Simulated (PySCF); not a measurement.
Geometry relaxation, with input and output: CCl₃GeNS (part 1 of 2)

- system: CCl₃GeNS (Ge(NCS)Cl3), SMILES S=C=[N][Ge]([Cl])([Cl])[Cl]
- method: PBE0-D3(BJ)/def2-SVP geometry optimisation, gas phase (PySCF 2.14.0)

The run did not end well. It belongs to a series of runs on one base structure; here: one ligand: Cl to NCS.

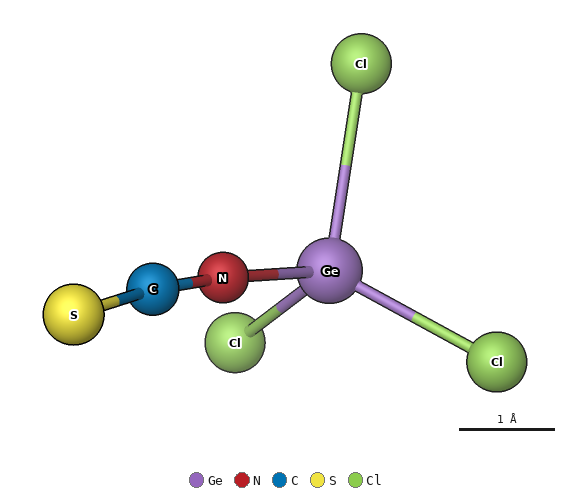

**Figure 1.** The structure as given in the input (ball-and-stick view, seen at a tilt). Sticks mark near contacts.

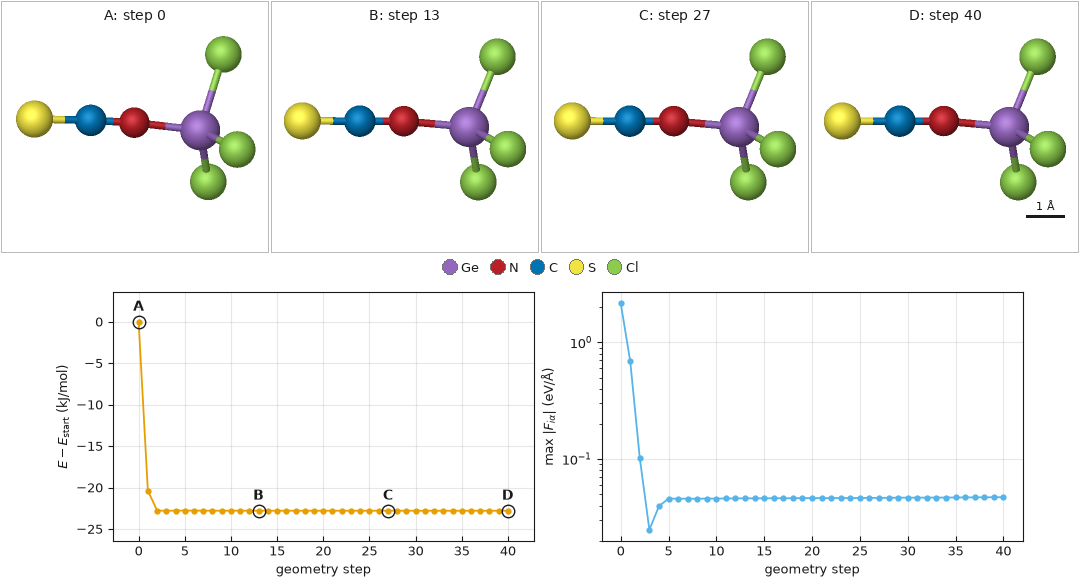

**Figure 2.** Frames of the relaxation (ball-and-stick view, seen at a tilt) above the curves, on which the letters mark them (steps are counted from 0).

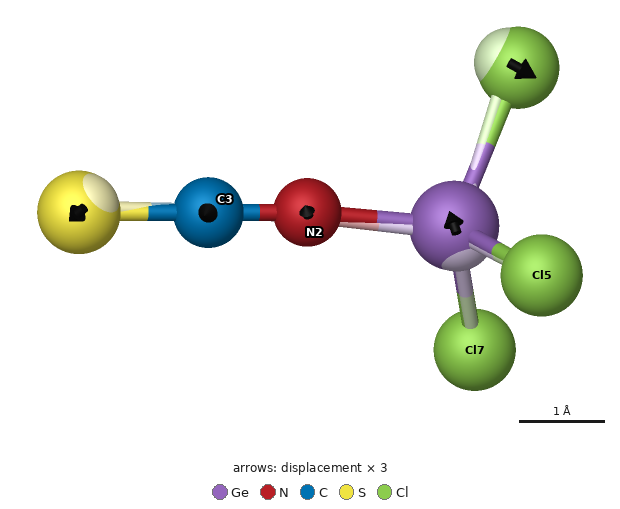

**Figure 3.** Start (faint) and end (solid) with the displacements as black arrows, magnified 3 times (ball-and-stick view, seen at a tilt). The two geometries are laid on each other by the best rigid fit. The relaxation stopped without meeting its thresholds, so the last structure isn't shown to be converged. The largest move after the best rigid fit is that of Cl6, 0.13 Å. Largest moves by element: Cl 0.13 Å, Ge 0.10 Å, S 0.09 Å, C 0.09 Å, N 0.06 Å. Among the contacts that change: Ge1–Cl6 2.219 → 2.122 Å, Ge1–Cl5 2.050 → 2.122 Å, Ge1–Cl7 2.065 → 2.124 Å, N2–C3 1.178 → 1.198 Å. Among the angles that change: N2–C3–S4 172.5° → 179.8°, N2–Ge1–Cl6 102.8° → 109.6°, Cl5–Ge1–Cl7 114.0° → 110.2°. After 40 geometry steps the energy has fallen by 22.8 kJ/mol. The largest force component goes from 2.2 to 0.047 eV/Å. (Atoms are counted from 1 in the order of the input.)

The input that produced these results follows, with the program's output.

Input file
```
{"job": {"xc": "PBE0", "basis": "def2-SVP", "d3": "d3bj", "grid": 1, "maxiter": 40, "shake": 0.03, "kind": "geom"}, "charge": 0, "multiplicity": 1}
Ge     0.058110    -0.075500    -1.066440
N     -0.032560     0.008530     0.717230
C     -0.055540    -0.002280     1.895420
S      0.118740    -0.005730     3.456490
Cl     2.006290    -0.022770    -1.703610
Cl    -1.025610     1.753340    -1.701000
Cl    -0.977570    -1.757590    -1.666650
```

The first line tells a small driver script what to run in PySCF; the rest is the geometry in Å.

Command:
```bash
OMP_NUM_THREADS=1 python <driver script> task.json out
```

Output
```
step   0  E = -3946.95750077  max force = 0.042440
step   1  E = -3946.96525860  max force = 0.013391
step   2  E = -3946.96617375  max force = 0.001981
step   3  E = -3946.96618748  max force = 0.000482
step   4  E = -3946.96617712  max force = 0.000766
step   5  E = -3946.96617533  max force = 0.000893
step   6  E = -3946.96617832  max force = 0.000889
step   7  E = -3946.96618017  max force = 0.000891
step   8  E = -3946.96618122  max force = 0.000889
step   9  E = -3946.96618176  max force = 0.000892
step  10  E = -3946.96618202  max force = 0.000892
step  11  E = -3946.96618213  max force = 0.000894
step  12  E = -3946.96618222  max force = 0.000894
step  13  E = -3946.96618230  max force = 0.000896
step  14  E = -3946.96618238  max force = 0.000896
step  15  E = -3946.96618246  max force = 0.000897
step  16  E = -3946.96618254  max force = 0.000898
step  17  E = -3946.96618262  max force = 0.000898
step  18  E = -3946.96618270  max force = 0.000898
step  19  E = -3946.96618277  max force = 0.000899
step  20  E = -3946.96618285  max force = 0.000901
step  21  E = -3946.96618292  max force = 0.000901
step  22  E = -3946.96618299  max force = 0.000901
step  23  E = -3946.96618306  max force = 0.000901
step  24  E = -3946.96618314  max force = 0.000903
step  25  E = -3946.96618321  max force = 0.000903
step  26  E = -3946.96618327  max force = 0.000905
step  27  E = -3946.96618334  max force = 0.000905
step  28  E = -3946.96618341  max force = 0.000906
step  29  E = -3946.96618347  max force = 0.000907
step  30  E = -3946.96618354  max force = 0.000907
step  31  E = -3946.96618360  max force = 0.000908
step  32  E = -3946.96618366  max force = 0.000909
step  33  E = -3946.96618372  max force = 0.000911
step  34  E = -3946.96618378  max force = 0.000911
step  35  E = -3946.96618384  max force = 0.000911
step  36  E = -3946.96618390  max force = 0.000912
step  37  E = -3946.96618396  max force = 0.000913
step  38  E = -3946.96618402  max force = 0.000913
step  39  E = -3946.96618408  max force = 0.000915
step  40  E = -3946.96618414  max force = 0.000915
optimisation not converged
```

Trajectory as extended XYZ (Å, eV, eV/Å), 29 of the 41 frames kept, from step=0 to step=40
```
7
Properties=species:S:1:pos:R:3:forces:R:3 step=0 energy=-107402.18416
Ge    0.0581   -0.0755   -1.0664   -1.7431   2.1823   0.6570
N    -0.0326    0.0085    0.7172   -0.1648  -0.1086  -1.9690
C    -0.0555   -0.0023    1.8954    0.7663   0.0076   1.9138
S     0.1187   -0.0057    3.4565   -0.3453  -0.0029   0.1341
Cl    2.0063   -0.0228   -1.7036    1.3041  -0.0282  -0.4685
Cl   -1.0256    1.7533   -1.7010    0.6771  -1.0711   0.1910
Cl   -0.9776   -1.7576   -1.6666   -0.4942  -0.9792  -0.4583
7
Properties=species:S:1:pos:R:3:forces:R:3 step=1 energy=-107402.39526
Ge    0.0223   -0.0438   -1.0581   -0.5920   0.6886   0.3512
N    -0.0032    0.0226    0.7308   -0.0313  -0.0858  -0.1791
C     0.0054    0.0026    1.9270    0.2966  -0.0090   0.2367
S     0.0869   -0.0146    3.4973   -0.1264   0.0050  -0.1712
Cl    2.0027   -0.0138   -1.7530    0.3431  -0.0586  -0.1223
Cl   -1.0126    1.7147   -1.7236    0.1839  -0.2888   0.0025
Cl   -1.0097   -1.7697   -1.6889   -0.0739  -0.2515  -0.1178
7
Properties=species:S:1:pos:R:3:forces:R:3 step=3 energy=-107402.42053
Ge   -0.0134   -0.0139   -1.0426    0.0039  -0.0248   0.0209
N     0.0081    0.0415    0.7399   -0.0107   0.0191   0.0012
C     0.0486    0.0076    1.9366    0.0017  -0.0062  -0.0122
S     0.0979   -0.0297    3.5032    0.0071   0.0053  -0.0022
Cl    1.9860   -0.0311   -1.7518   -0.0014   0.0041  -0.0014
Cl   -1.0187    1.7021   -1.7835    0.0032  -0.0085  -0.0155
Cl   -1.0167   -1.7785   -1.6703   -0.0038   0.0110   0.0091
7
Properties=species:S:1:pos:R:3:forces:R:3 step=4 energy=-107402.42025
Ge   -0.0173   -0.0159   -1.0402    0.0201  -0.0196  -0.0301
N     0.0056    0.0501    0.7409   -0.0228   0.0394  -0.0090
C     0.0517    0.0168    1.9373    0.0027  -0.0144   0.0086
S     0.1085   -0.0220    3.5034    0.0059   0.0103   0.0028
Cl    1.9837   -0.0385   -1.7482   -0.0167   0.0054   0.0039
Cl   -1.0199    1.6923   -1.8060    0.0172  -0.0309   0.0091
Cl   -1.0206   -1.7849   -1.6558   -0.0064   0.0100   0.0148
7
Properties=species:S:1:pos:R:3:forces:R:3 step=6 energy=-107402.42029
Ge   -0.0176   -0.0182   -1.0400    0.0167  -0.0163  -0.0255
N     0.0021    0.0582    0.7406   -0.0253   0.0457  -0.0008
C     0.0514    0.0227    1.9369    0.0138  -0.0208   0.0066
S     0.1147   -0.0195    3.5027    0.0005   0.0139   0.0011
Cl    1.9836   -0.0407   -1.7459   -0.0087  -0.0035   0.0014
Cl   -1.0182    1.6840   -1.8187    0.0088  -0.0154   0.0051
Cl   -1.0241   -1.7885   -1.6441   -0.0059  -0.0036   0.0121
7
Properties=species:S:1:pos:R:3:forces:R:3 step=7 energy=-107402.42034
Ge   -0.0174   -0.0188   -1.0403    0.0133  -0.0173  -0.0163
N     0.0009    0.0614    0.7403   -0.0234   0.0458   0.0059
C     0.0512    0.0244    1.9366    0.0152  -0.0215  -0.0013
S     0.1160   -0.0195    3.5023   -0.0002   0.0143   0.0002
Cl    1.9838   -0.0414   -1.7457   -0.0049  -0.0063   0.0000
Cl   -1.0176    1.6817   -1.8218    0.0050  -0.0089   0.0007
Cl   -1.0250   -1.7898   -1.6400   -0.0050  -0.0062   0.0109
7
Properties=species:S:1:pos:R:3:forces:R:3 step=9 energy=-107402.42038
Ge   -0.0173   -0.0191   -1.0405    0.0109  -0.0185  -0.0103
N     0.0001    0.0641    0.7401   -0.0215   0.0459   0.0059
C     0.0513    0.0257    1.9363    0.0149  -0.0217  -0.0032
S     0.1168   -0.0197    3.5019   -0.0001   0.0144  -0.0001
Cl    1.9838   -0.0423   -1.7456   -0.0033  -0.0073  -0.0008
Cl   -1.0174    1.6802   -1.8242    0.0035  -0.0065  -0.0019
Cl   -1.0255   -1.7909   -1.6366   -0.0044  -0.0063   0.0104
7
Properties=species:S:1:pos:R:3:forces:R:3 step=10 energy=-107402.42039
Ge   -0.0173   -0.0191   -1.0406    0.0104  -0.0188  -0.0094
N     0.0000    0.0646    0.7401   -0.0211   0.0458   0.0055
C     0.0513    0.0259    1.9363    0.0146  -0.0217  -0.0035
S     0.1169   -0.0197    3.5019    0.0000   0.0144   0.0001
Cl    1.9838   -0.0425   -1.7456   -0.0031  -0.0073  -0.0009
Cl   -1.0173    1.6800   -1.8246    0.0034  -0.0064  -0.0021
Cl   -1.0255   -1.7912   -1.6361   -0.0043  -0.0060   0.0104
7
Properties=species:S:1:pos:R:3:forces:R:3 step=11 energy=-107402.42039
Ge   -0.0173   -0.0191   -1.0406    0.0104  -0.0188  -0.0094
N    -0.0001    0.0648    0.7400   -0.0211   0.0460   0.0045
C     0.0513    0.0260    1.9363    0.0146  -0.0218  -0.0022
S     0.1169   -0.0198    3.5019    0.0000   0.0144  -0.0002
Cl    1.9838   -0.0426   -1.7456   -0.0031  -0.0073  -0.0009
Cl   -1.0173    1.6799   -1.8248    0.0034  -0.0064  -0.0022
Cl   -1.0255   -1.7913   -1.6358   -0.0043  -0.0061   0.0104
7
Properties=species:S:1:pos:R:3:forces:R:3 step=13 energy=-107402.42039
Ge   -0.0173   -0.0192   -1.0406    0.0102  -0.0189  -0.0090
N    -0.0001    0.0652    0.7400   -0.0209   0.0461   0.0039
C     0.0513    0.0261    1.9362    0.0145  -0.0218  -0.0018
S     0.1170   -0.0198    3.5018    0.0001   0.0144  -0.0001
Cl    1.9838   -0.0427   -1.7456   -0.0030  -0.0074  -0.0010
Cl   -1.0173    1.6797   -1.8251    0.0034  -0.0064  -0.0023
Cl   -1.0256   -1.7914   -1.6354   -0.0043  -0.0060   0.0103
7
Properties=species:S:1:pos:R:3:forces:R:3 step=14 energy=-107402.42040
Ge   -0.0173   -0.0192   -1.0406    0.0100  -0.0190  -0.0087
N    -0.0002    0.0653    0.7400   -0.0208   0.0461   0.0040
C     0.0513    0.0262    1.9362    0.0144  -0.0218  -0.0022
S     0.1171   -0.0198    3.5018    0.0001   0.0144   0.0001
Cl    1.9838   -0.0428   -1.7455   -0.0030  -0.0074  -0.0010
Cl   -1.0173    1.6797   -1.8252    0.0034  -0.0064  -0.0024
Cl   -1.0256   -1.7915   -1.6352   -0.0042  -0.0059   0.0103
7
Properties=species:S:1:pos:R:3:forces:R:3 step=16 energy=-107402.42040
Ge   -0.0173   -0.0192   -1.0406    0.0098  -0.0191  -0.0085
N    -0.0003    0.0657    0.7400   -0.0206   0.0462   0.0027
C     0.0514    0.0264    1.9362    0.0144  -0.0218  -0.0005
S     0.1171   -0.0198    3.5017    0.0001   0.0144  -0.0003
Cl    1.9838   -0.0429   -1.7455   -0.0028  -0.0074  -0.0011
Cl   -1.0173    1.6795   -1.8255    0.0034  -0.0063  -0.0026
Cl   -1.0256   -1.7916   -1.6348   -0.0043  -0.0059   0.0103
```
